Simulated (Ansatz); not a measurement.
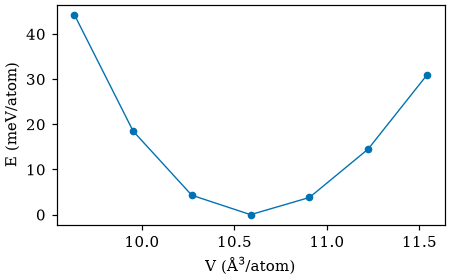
Fig. 1. Cu$_{2}$O (anti-CdI2 type, P-3m1) under volume change, PBE (plane waves, PAW; program Ansatz), shape and atoms relaxed at each volume.

Question: What does a third-order Birch–Murnaghan fit give for V₀, B₀ and B′?

Answer: V₀ = 10.59 Å³/atom, B₀ = 137 GPa, B′ = 5.0.

A made-up cell: these elements were put on the sites of a structure type; neither database checked (COD, Materials Project) lists it. It is not the phase usual at ambient conditions (space group No. 224). The PBE relaxation kept the symmetry of its start; its stability against distortions is not shown here. The run is not spin-polarised. No Hubbard U is applied.

Potentials: the earlier of the program's two PAW sets.
